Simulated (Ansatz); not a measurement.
PO (Phosphorus monoxide): a line through the functionals

The species is PO (2 atoms), meant as a doublet with charge 0. SMILES: `O=[P]`. The shape is that of a PBE0-D4/def2-TZVP optimisation.

The electronic atomisation energy y, in eV, basis cc-pVTZ; a is the functional's share of exact exchange. Programs: Ansatz 0.2.0.

| functional | program | a | y (eV) |
| --- | --- | --- | --- |
| UPBE | Ansatz | 0 | 6.50 |
| U-r2SCAN | Ansatz | 0 | 6.03 |
| UB3LYP | Ansatz | 0.2 | 6.09 |
| U-r2SCAN0 | Ansatz | 0.25 | ? |
| UPBE0 | Ansatz | 0.25 | 5.86 |
| UBHLYP | Ansatz | 0.5 | 5.34 |

Question: Fit y = c + s·a to the known rows and predict U-r2SCAN0.

Answer: 
1. Means of the 5 rows: a = 0.1900, y = 5.964.
2. Σ(Δa)² = 0.172, Σ(Δa·Δy) = -0.3128, so the slope is -0.3128/0.172 = -1.8186.
3. Intercept: 5.964 − (-1.8186) × 0.1900 = 6.310. The largest residual of the fit is 0.28.
4. U-r2SCAN0: 6.310 + (-1.8186) × 0.25 = 5.86 eV.

The run gave 5.53 eV, so the prediction is off by +0.33 eV, about the largest residual. The rows mix families of semi-local functionals, which the line can't see.

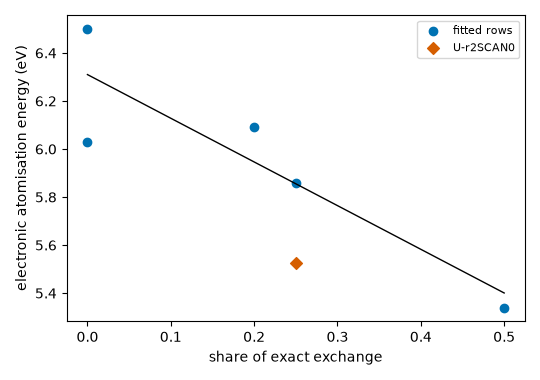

The fitted line, with the withheld row.
